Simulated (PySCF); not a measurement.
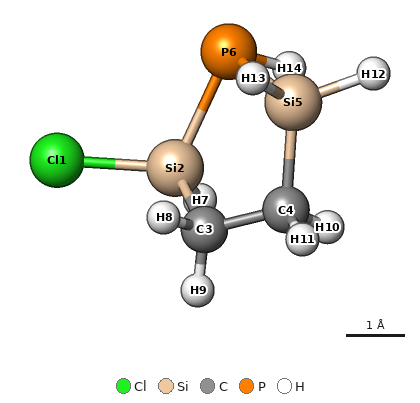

Figure 1. The structure as given in the input (ball-and-stick view, seen at a tilt; atoms are numbered from 1 in the order of the input).

# Two runs on C₂H₈ClPSi₂

System: C₂H₈ClPSi₂, SMILES Cl[Si@@H]1CC[SiH2]P1.
Method of the first run: GIAO PBE0/STO-3G NMR shielding, non-relativistic, gas phase (PySCF 2.14.0).

The geometry comes from this level: PBE0-D3(BJ)/def2-SVP. Text and figures count atoms from 1; the logs count them from 0 in places.

Input, the first run:
```
{"job": {"kind": "nmr", "xc": "PBE0", "basis": "STO-3G", "pop": true}, "charge": 0, "multiplicity": 1}
Cl    -1.002404    -6.262772    -4.584584
Si    -1.000104    -4.783412    -3.130983
C     -2.433269    -3.593574    -3.451748
C     -2.131986    -2.227503    -2.823285
Si    -0.398617    -1.679184    -3.366873
P      0.900238    -3.545210    -3.227697
H     -1.106416    -5.468066    -1.809978
H     -2.530499    -3.506260    -4.548493
H     -3.379923    -4.028358    -3.089476
H     -2.138757    -2.294038    -1.720975
H     -2.890178    -1.473984    -3.095651
H      0.166556    -0.572340    -2.538324
H     -0.426844    -1.254637    -4.800151
H      0.981067    -3.475494    -1.800527
```

The first line tells a small driver script what to run in PySCF; the rest is the geometry in Å.

Hardware: 1 CPU thread, shared host.

Output (the first run):
```
coarse grid: 13632 points
cycle   1  E = -1444.5861871295  dE = -3.884e-01  |g| = 3.617e-01  |ddm| = 4.442e+00
cycle   2  E = -1444.6036569934  dE = -1.747e-02  |g| = 3.252e-01  |ddm| = 1.321e+00
cycle   3  E = -1444.6457999305  dE = -4.214e-02  |g| = 1.838e-02  |ddm| = 6.139e-01
cycle   4  E = -1444.6459597807  dE = -1.599e-04  |g| = 6.790e-03  |ddm| = 5.725e-02
cycle   5  E = -1444.6459790679  dE = -1.929e-05  |g| = 1.924e-03  |ddm| = 1.634e-02
cycle   6  E = -1444.6459805026  dE = -1.435e-06  |g| = 3.074e-04  |ddm| = 3.760e-03
final grid: 112920 points
cycle   7  E = -1444.5850388921  dE = -3.313e-06  |g| = 3.974e-03  |ddm| = 1.293e-02
cycle   8  E = -1444.5850385990  dE =  2.932e-07  |g| = 4.094e-03  |ddm| = 1.235e-02
cycle   9  E = -1444.5850442871  dE = -5.688e-06  |g| = 1.638e-04  |ddm| = 6.378e-03
cycle  10  E = -1444.5850442985  dE = -1.140e-08  |g| = 2.169e-05  |ddm| = 3.491e-04
cycle  11  E = -1444.5850442986  dE = -1.751e-10  |g| = 8.626e-06  |ddm| = 5.485e-05
converged SCF energy = -1444.5850442986

GIAO shielding tensors (ppm)
atom      isotropic    diamagn.    paramagn.     s11        s22        s33       span
  0 Cl    1191.204    1122.649      68.555   1074.622   1235.824   1263.165    188.542
  1 Si     467.670     866.001    -398.330    364.703    512.319    525.988    161.285
  2 C      219.461     234.977     -15.516    203.932    215.792    238.660     34.728
  3 C      222.450     254.908     -32.459    208.295    218.517    240.538     32.243
  4 Si     530.247     875.022    -344.775    445.649    550.957    594.136    148.487
  5 P      770.883     957.610    -186.726    727.723    755.656    829.271    101.548
  6 H       29.567      30.985      -1.418     25.062     27.445     36.195     11.133
  7 H       32.028      23.313       8.715     26.388     30.172     39.524     13.136
  8 H       31.605      25.006       6.599     24.602     28.990     41.224     16.622
  9 H       32.532      40.676      -8.144     27.852     28.622     41.121     13.269
 10 H       31.925      34.042      -2.118     25.365     27.985     42.424     17.059
 11 H       30.493      38.461      -7.968     26.123     27.332     38.024     11.901
 12 H       30.565      31.144      -0.578     26.858     27.272     37.565     10.706
 13 H       32.970      39.630      -6.660     27.807     28.795     42.307     14.499
```

The input of the second run differs as follows (lines with − go, lines with + come):
```diff
-"basis": "STO-3G"
+"basis": "def2-SVP"
```

Predict how the results change.

The total energy of the second run is 10009.9 kcal/mol lower, which measures the change of basis and not a stability. The HOMO goes from −4.69 to −7.49 eV. The LUMO goes from 4.44 to −0.15 eV. The dipole moment goes from 3.54 to 2.87 D. Of all shieldings, the largest change is that of Cl1, by −220.9 ppm. The SCF takes 12 iterations against 11. The basis functions go from 54 to 140.

Output (the second run):
```
coarse grid: 13632 points
cycle   1  E = -1460.3320701098  dE =  3.253e-01  |g| = 3.692e-01  |ddm| = 3.663e+00
cycle   2  E = -1460.3233980790  dE =  8.672e-03  |g| = 4.118e-01  |ddm| = 1.006e+00
cycle   3  E = -1460.3711653110  dE = -4.777e-02  |g| = 3.679e-02  |ddm| = 5.341e-01
cycle   4  E = -1460.3714864272  dE = -3.211e-04  |g| = 1.787e-02  |ddm| = 7.853e-02
cycle   5  E = -1460.3715859709  dE = -9.954e-05  |g| = 4.199e-03  |ddm| = 3.299e-02
cycle   6  E = -1460.3715914098  dE = -5.439e-06  |g| = 1.027e-03  |ddm| = 7.040e-03
final grid: 112920 points
cycle   7  E = -1460.5368598170  dE = -1.413e-05  |g| = 5.314e-03  |ddm| = 2.583e-02
cycle   8  E = -1460.5368534783  dE =  6.339e-06  |g| = 7.063e-03  |ddm| = 1.398e-02
cycle   9  E = -1460.5368678039  dE = -1.433e-05  |g| = 3.919e-04  |ddm| = 8.335e-03
cycle  10  E = -1460.5368678508  dE = -4.692e-08  |g| = 1.186e-04  |ddm| = 7.646e-04
cycle  11  E = -1460.5368678551  dE = -4.307e-09  |g| = 2.439e-05  |ddm| = 1.991e-04
cycle  12  E = -1460.5368678553  dE = -1.814e-10  |g| = 6.740e-06  |ddm| = 4.264e-05
converged SCF energy = -1460.5368678553

GIAO shielding tensors (ppm)
atom      isotropic    diamagn.    paramagn.     s11        s22        s33       span
  0 Cl     970.341    1140.185    -169.844    945.186    974.153    991.683     46.498
  1 Si     368.638     876.421    -507.783    281.347    400.519    424.048    142.701
  2 C      177.026     241.921     -64.895    161.370    178.488    191.220     29.850
  3 C      184.581     254.557     -69.976    173.699    184.899    195.144     21.445
  4 Si     433.976     884.818    -450.842    356.660    449.722    495.546    138.886
  5 P      676.737     966.476    -289.739    619.694    674.918    735.599    115.905
  6 H       25.598      28.155      -2.557     21.598     24.236     30.960      9.362
  7 H       30.759      24.132       6.627     26.179     29.495     36.602     10.423
  8 H       29.731      24.276       5.455     24.213     28.198     36.783     12.569
  9 H       31.134      37.715      -6.581     26.727     28.215     38.461     11.733
 10 H       30.133      32.834      -2.701     24.534     27.345     38.519     13.985
 11 H       26.620      32.749      -6.129     22.660     24.293     32.907     10.247
 12 H       27.072      30.651      -3.579     23.163     24.772     33.280     10.117
 13 H       30.830      33.183      -2.353     25.651     26.595     40.243     14.591
```

The two runs side by side:

```csv
quantity,the first run,the second run
outcome,converged,converged
total energy (hartree),−1444.585044,−1460.536868
HOMO (eV),−4.69,−7.49
LUMO (eV),4.44,−0.15
dipole moment (D),3.54,2.87
shielding of Cl1 (ppm),1191.2,970.3
shielding of Si2 (ppm),467.7,368.6
shielding of C3 (ppm),219.5,177.0
shielding of C4 (ppm),222.4,184.6
shielding of Si5 (ppm),530.2,434.0
shielding of P6 (ppm),770.9,676.7
shielding of H7 (ppm),29.6,25.6
SCF iterations,11,12
basis functions,54,140
wall time (shared host),4.9 s,15 s
```
